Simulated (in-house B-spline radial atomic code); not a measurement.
**S⁴⁺: density, ELF and screening along the radius**

How do the shells of S⁴⁺ show in real space, and how much do the settings move them?

Method: several methods, spin-polarised, as named in each step; spherical all-electron atom at the radial basis limit. Code: in-house B-spline radial atomic code version 1.

## (1) What is computed

- element: sulfur (Z = 16)
- charge: +4
- electrons: 12
- configuration: [Ne] 3s2
- nucleus: point (non-relativistic runs) or finite (X2C runs)

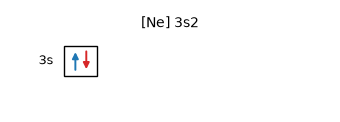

Occupation of the outer shells (arrows by Hund's rule).

Where spins are not typed, each open shell is filled with up spins first.

## (2) PW91, X2C, [Ne] 3s2

Input settings:

```ini
Z = 16
electrons = 12.0
configuration = [Ne] 3s2
hamiltonian = x2c
method = pw91,pw91
spin_polarised = True
nucleus = fermi
rms_radius = 3.2611
mass_number = 32
atomic_mass = 31.97207117354
speed_of_light = 137.035999084
```

Run with:

```sh
$ python run_scf.py task.json out
```

The settings of every run stand in task.json; they run in order.

From the run's result record (rounded, not every field):

```text
status: converged
scf [iteration, energy, orbital gradient]:
  - [1, -392.098838105, 0.449]
  - [2, -394.461223033, 0.21]
  - [3, -394.893524873, 0.0637]
  - [4, -394.935587629, 0.0183]
  - [5, -394.938861572, 0.00806]
  - [6, -394.939591285, 8.08e-05]
  - [7, -394.939591328, 6.01e-06]
  - [8, -394.939591328, 1.38e-07]
energy [hartree]: {"total": -394.939591328, "kinetic": 396.744062993, "nuclear": -915.645318636, "coulomb": 148.067852684, "xc": -24.1061883686}
orbitals [hartree, bohr; up spins, the down spins are equal]:
  - ["name", "occ", "eps", "<r>", "<r^2>", "<1/r>", "r_max"]
  - ["1s up", 1.0, -90.693831, 0.096675, 0.012592, 15.748, 0.063086]
  - ["2s up", 1.0, -9.9658788, 0.47703, 0.27061, 3.0865, 0.38749]
  - ["2p up", 3.0, -7.9519998, 0.43939, 0.2409, 2.9749, 0.32444]
  - ["3s up", 1.0, -2.4264099, 1.4657, 2.4495, 0.94935, 1.3077]
sum_r [bohr^k]: {"-1": 57.41674, "1": 6.715197, "2": 6.910771}
radius_at_0.001 [bohr]: 2.803
radius_enclosing_fraction [bohr]: {"0.5": 0.4085, "0.9": 1.32, "0.99": 2.353}
slater [hartree]:
  F0(2p up,2p up): 2.0882
  F2(2p up,2p up): 0.96662
  F0(2p up,2p down): 2.0882
  F2(2p up,2p down): 0.96662
  F0(2p up,3s up): 0.80938
  G1(2p up,3s up): 0.067936
  F0(2p up,3s down): 0.80938
  F0(2p down,2p down): 2.0882
  F2(2p down,2p down): 0.96662
  F0(2p down,3s up): 0.80938
  F0(2p down,3s down): 0.80938
  G1(2p down,3s down): 0.067936
  F0(3s up,3s up): 0.61349
  F0(3s up,3s down): 0.61349
  F0(3s down,3s down): 0.61349
```

It took 0.07 s on 1 thread, shared host.

radius_at_0.001 is where the density falls to 0.001 electrons per bohr³.

Fields along the radius, from the same record (one point in 2):

```csv
r (bohr),4πr²n (1/bohr),ELF,screened charge r·V (e),reduced gradient s
0.0105,2.817,0.9998,15.40,0.4627
0.0149,4.856,0.9998,15.16,0.4643
0.0212,7.938,0.9996,14.82,0.4823
0.0302,11.97,0.9990,14.37,0.5199
0.0431,16.08,0.9970,13.77,0.5845
0.0614,18.35,0.9850,13.03,0.6865
0.0875,17.06,0.8821,12.14,0.8236
0.125,13.34,0.4065,11.08,0.8625
0.178,12.02,0.2301,9.843,0.4945
0.253,15.34,0.5897,8.417,0.2907
0.361,17.45,0.8489,6.952,0.4514
0.514,12.30,0.8406,5.783,0.7759
0.732,4.898,0.3543,5.033,1.266
1.04,2.140,0.1178,4.538,0.8530
1.49,1.639,0.9260,4.182,0.9637
2.12,0.5662,0.9995,4.029,2.380
3.02,0.05292,1.000,4.002,7.558
4.30,0.0007606,1.000,4.000,43.15
```

## (3) M06-2X, X2C, [Ne] 3s2

The settings differ from step 2 so:

```diff
@@ -4,3 +4,3 @@
 hamiltonian = x2c
-method = pw91,pw91
+method = m062x
 spin_polarised = True
```

From the record:

```text
status: converged
warnings: ["states collapsed into the nucleus by a negative tau potential were left out of the aufbau"]
iterations: 9
energy [hartree]: {"total": -394.972830151, "kinetic": 396.778690592, "nuclear": -915.718853475, "coulomb": 148.11742663, "exact_exchange": -12.7568789598, "xc": -11.3932149382}
orbitals [hartree, bohr; up spins, the down spins are equal]:
  - ["name", "occ", "eps", "<r>"]
  - ["1s up", 1.0, -92.523353, 0.096692]
  - ["2s up", 1.0, -10.55468, 0.47511]
  - ["2p up", 3.0, -8.4220885, 0.43815]
  - ["3s up", 1.0, -2.5442721, 1.4732]
sum_r [bohr^k]: {"-1": 57.42173, "1": 6.718962, "2": 6.928455}
```

Run time: 0.15 s. Hardware: 1 thread, shared host.

Meta-GGA runs start from a PBE run whose iterations are not counted.

Fields along the radius, from the same record (one point in 4):

```csv
r (bohr),4πr²n (1/bohr),ELF,screened charge r·V (e),reduced gradient s
0.0105,2.821,0.9998,15.40,0.4643
0.0213,7.987,0.9996,14.82,0.4844
0.0432,16.08,0.9970,13.77,0.5851
0.0877,17.03,0.8814,12.13,0.8218
0.178,12.03,0.2302,9.840,0.4901
0.362,17.46,0.8498,6.939,0.4560
0.735,4.815,0.3422,5.028,1.290
1.49,1.655,0.9443,4.184,0.9359
3.03,0.05013,0.9993,4.001,7.968
```

## (4) LDA (VWN5), X2C, [He] 2s2 2p5 3s2 4p1

The settings differ from step 3 so:

```diff
@@ -2,5 +2,5 @@
 electrons = 12.0
-configuration = [Ne] 3s2
+configuration = [He] 2s2 2p5 3s2 4p1
 hamiltonian = x2c
-method = m062x
+method = lda,vwn
 spin_polarised = True
```

From the record:

```text
status: converged
iterations: 8
energy [hartree]: {"total": -385.971177554, "kinetic": 387.491851796, "nuclear": -885.499679855, "coulomb": 133.392072448, "xc": -21.3554219417}
orbitals [hartree, bohr; first row names the columns]:
  - ["name", "occ", "eps", "<r>"]
  - ["1s up", 1.0, -92.162459, 0.096931]
  - ["1s down", 1.0, -92.072684, 0.096861]
  - ["2s up", 1.0, -11.208216, 0.46671]
  - ["2s down", 1.0, -11.071293, 0.46846]
  - ["2p up", 3.0, -9.3088589, 0.42326]
  - ["2p down", 2.0, -9.1523555, 0.42577]
  - ["3s up", 1.0, -2.8556018, 1.3625]
  - ["3s down", 1.0, -2.8266256, 1.3668]
  - ["4p up", 1.0, -1.0445377, 3.1461]
sum_r [bohr^k]: {"-1": 55.53231, "1": 9.125682, "2": 17.05818}
```

Run time: 0.07 s. Hardware: 1 thread, shared host.

The record's radial tables, every 4th point:

```csv
r (bohr),4πr²n (1/bohr),ELF,screened charge r·V (e),reduced gradient s,4πr²(n↑−n↓)
0.0127,3.805,0.9998,15.30,0.4608,0.0001482
0.0275,10.84,0.9994,14.55,0.5073,0.006784
0.0596,18.25,0.9892,13.21,0.6788,0.09950
0.129,12.67,0.3686,11.22,0.8849,0.7933
0.280,15.23,0.6948,8.449,0.3307,2.271
0.606,7.280,0.5980,6.010,1.082,0.9420
1.31,2.016,0.7579,4.756,0.8790,0.1033
2.85,0.4806,0.1709,4.143,0.6436,0.4334
6.17,0.009818,0.01662,4.000,12.93,0.009818
```

## (5) Hartree-Fock, non-rel., [He] 2s1 2p6 3s2 4f1

Input settings:

```ini
Z = 16
electrons = 12.0
configuration = [He] 2s1 2p6 3s2 4f1
hamiltonian = nr
method = hf
spin_polarised = True
```

From the record:

```text
status: converged
iterations: 10
energy [hartree]: {"total": -383.110003168, "kinetic": 383.110003283, "nuclear": -877.722748614, "coulomb": 133.054065422, "exact_exchange": -21.5513232589}
orbitals [hartree, bohr; first row names the columns]:
  - ["name", "occ", "eps", "<r>"]
  - ["1s up", 1.0, -96.063849, 0.097039]
  - ["1s down", 1.0, -95.822151, 0.097229]
  - ["2s up", 1.0, -12.536959, 0.46267]
  - ["2p up", 3.0, -10.256057, 0.42492]
  - ["2p down", 3.0, -9.8522965, 0.42678]
  - ["3s up", 1.0, -3.066851, 1.3741]
  - ["3s down", 1.0, -2.9989821, 1.3904]
  - ["4f up", 1.0, -0.79340831, 3.4897]
sum_r [bohr^k]: {"-1": 54.85767, "1": 9.466296, "2": 19.56629}
```

Run time: 0.07 s. Hardware: 1 thread, shared host.

The record's radial tables, every 4th point:

```csv
r (bohr),4πr²n (1/bohr),ELF,screened charge r·V (e),reduced gradient s,4πr²(n↑−n↓)
0.0131,3.682,0.9997,15.29,0.4305,0.1455
0.0285,10.70,0.9990,14.52,0.5018,0.4041
0.0623,17.94,0.9828,13.12,0.6809,0.5034
0.136,12.88,0.3468,11.04,0.7991,-0.02295
0.298,15.83,0.7089,8.197,0.3843,1.996
0.651,5.725,0.4104,5.914,1.216,0.9850
1.42,1.804,0.7677,4.715,0.9120,0.05779
3.11,0.3711,0.01864,4.140,0.9426,0.3492
6.79,0.01531,0.0009649,4.001,8.953,0.01532
```

## (6) r2SCAN, non-rel., [Ne] 3s1 4d1

Input settings:

```ini
Z = 16
electrons = 12.0
configuration = [Ne] 3s1 4d1
hamiltonian = nr
method = r2scan
spin_polarised = True
```

From the record:

```text
status: converged
iterations: 8
energy [hartree]: {"total": -392.0563711, "kinetic": 391.667836554, "nuclear": -902.993472958, "coulomb": 142.976058568, "xc": -23.7067932643}
orbitals [hartree, bohr; first row names the columns]:
  - ["name", "occ", "eps", "<r>"]
  - ["1s up", 1.0, -91.328353, 0.097266]
  - ["1s down", 1.0, -91.317635, 0.097276]
  - ["2s up", 1.0, -10.498039, 0.47657]
  - ["2s down", 1.0, -10.482782, 0.47653]
  - ["2p up", 3.0, -8.4515596, 0.4386]
  - ["2p down", 3.0, -8.4325322, 0.43766]
  - ["3s up", 1.0, -2.7146036, 1.427]
  - ["4d up", 1.0, -0.7808021, 3.7558]
sum_r [bohr^k]: {"-1": 56.43709, "1": 8.959233, "2": 20.35126}
```

Run time: 0.07 s. Hardware: 1 thread, shared host.

Fields along the radius, from the same record (one point in 4):

```csv
r (bohr),4πr²n (1/bohr),ELF,screened charge r·V (e),reduced gradient s,4πr²(n↑−n↓)
0.0133,3.880,0.9998,15.26,0.4284,0.02006
0.0292,11.28,0.9991,14.44,0.5035,0.05546
0.0643,18.31,0.9813,12.96,0.6963,0.06370
0.141,12.39,0.2835,10.76,0.7879,-0.002436
0.311,17.15,0.7793,7.689,0.3599,0.2450
0.684,6.082,0.5981,5.415,1.204,0.1331
1.50,0.9109,0.6638,4.620,1.402,0.8766
3.31,0.3369,0.06766,4.160,0.2043,0.3369
7.28,0.01032,0.002500,4.000,11.83,0.01033
```

## (7) The runs side by side

| run | total energy (hartree) | highest level (eV) | radius holding 50 / 90 / 99 % (bohr) | radius at n = 0.001 (bohr) | ELF minima on the full grid (bohr) |
| --- | --- | --- | --- | --- | --- |
| PW91, X2C, [Ne] 3s2 | -394.9396 | -66.026 | 0.408 / 1.32 / 2.35 | 2.80 | 0.18, 0.87 |
| M06-2X, X2C, [Ne] 3s2 | -394.9728 | -69.233 | 0.408 / 1.33 / 2.36 | 2.80 | 0.18, 0.88 |
| LDA (VWN5), X2C, [He] 2s2 2p5 3s2 4p1 | -385.9712 | -28.423 | 0.431 / 1.84 / 4.36 | 4.18 | 0.16, 0.89, 2.4 |
| Hartree-Fock, non-rel., [He] 2s1 2p6 3s2 4f1 | -383.1100 | -21.590 | 0.426 / 1.92 / 4.92 | 4.26 | 0.17, 0.96, 2.6 |
| r2SCAN, non-rel., [Ne] 3s1 4d1 | -392.0564 | -21.247 | 0.411 / 1.63 / 5.26 | 4.57 | 0.17, 1.0, 2.2 |

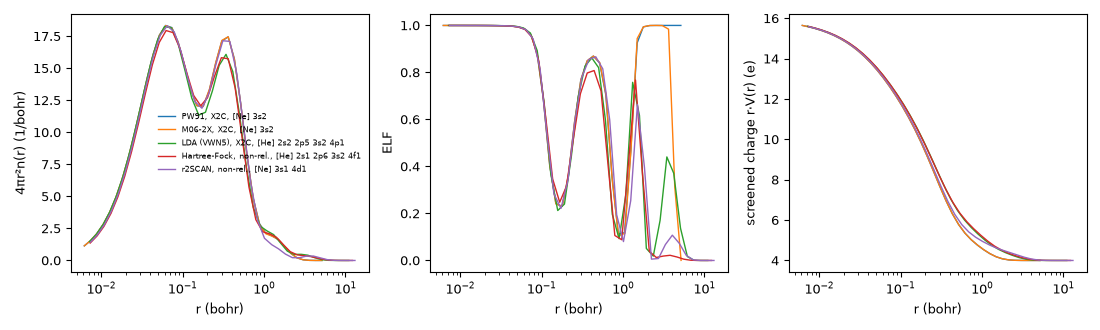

Radial density, ELF and screened nuclear charge of all runs.

**Reading.** In the first run ELF has 2 minima on the grid, which mark the borders between shells. On the record's full grid the screened charge (r times the electrostatic potential) falls from 15.9 near the nucleus to 4.00 at 5.1 bohr; far out it tends to the net charge, 4. The radius that holds 99 % of the electrons runs from 2.35 bohr (PW91, X2C, [Ne] 3s2) to 5.26 bohr (r2SCAN, non-rel., [Ne] 3s1 4d1). The grid is coarse (about 19 % a step), so the places of minima are rough. For X2C runs ELF uses the non-relativistic kinetic energy density, and the fields carry no picture-change correction.
